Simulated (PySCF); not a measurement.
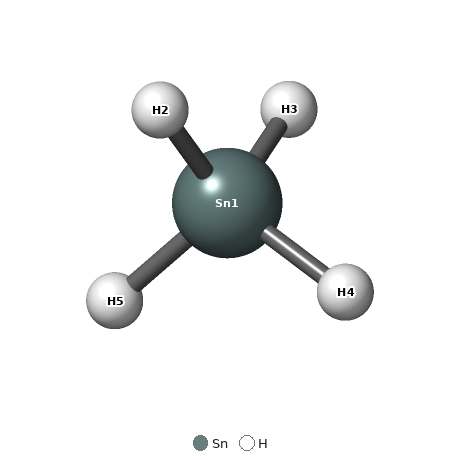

Rigid scan of SnH₄, singlet, from a minimum of the shape that electron-pair counting expects: all bonds to atom 1 scaled (atom 1 is the central atom). PBE0/def2-TZVP (ECP), PySCF, restricted determinant, no spin-orbit coupling; energies counted from the minimum. Splines pass through the computed points.

What does it cost to go to either end of the scan?

Answer. 154.5 kJ/mol at 0.88 and 460.8 kJ/mol at 1.35.

Give the computed values.

Answer. In kJ/mol:
| scale of the bond length | PBE0 |
| --- | --- |
| 0.88 | 154.5 |
| 0.92 | 62.1 |
| 0.96 | 14.1 |
| 1.00 | 0.0 |
| 1.04 | 11.5 |
| 1.08 | 42.3 |
| 1.14 | 113.7 |
| 1.22 | 236.9 |
| 1.35 | 460.8 |

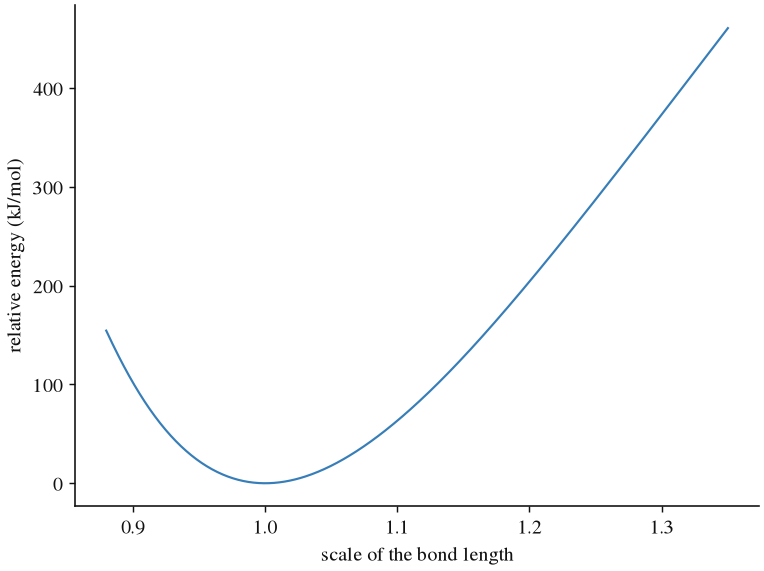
